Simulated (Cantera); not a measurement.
Charge: 1 mol CHF3, 0.27 mol F2, 0.68 mol H2, at 0.0100 bar.

Cantera equilibrium calculation (NASA polynomials, part measured and part estimated; ideal gas, pure solids and liquids). Candidate condensed phases: C, C6H6, C7H8, C8H18; 95 gas species. Condensed phases not in the tables: fluorocarbon polymer. Gases not in the tables: C2F6 and larger saturated fluorocarbons. Kinetics and transport are ignored.

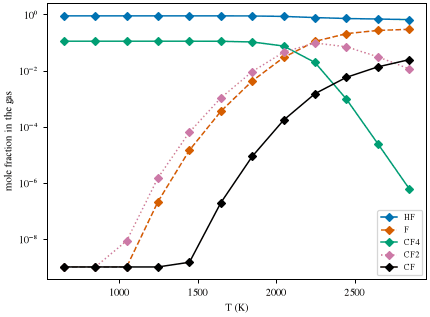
Figure. Equilibrium gas composition (values under 1e-9 drawn at 1e-9)

Problem. Read off the mole fractions at 2248 K.

Solution. HF about 0.77, F about 0.11, CF2 about 0.096, CF4 about 0.019, CF about 0.0015.
